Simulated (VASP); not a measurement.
Band structure of LiH (rock salt). Computed with r2SCAN+rVV10, VASP's PBE PAW potentials (set 64) (plane waves; VASP).

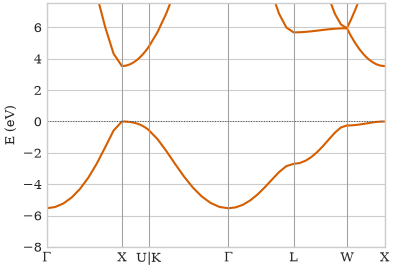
Figure: Bands along high-symmetry lines, zero at the valence-band maximum or, without a gap, the Fermi level

Task: Read the plot: is there a gap, and where are the band edges?

Result: The gap is direct, 3.53 eV, from the valence maximum at X to the conduction minimum at X.

The compound is LiH in the rock salt structure. It was relaxed first, which changed the volume by -7 %.
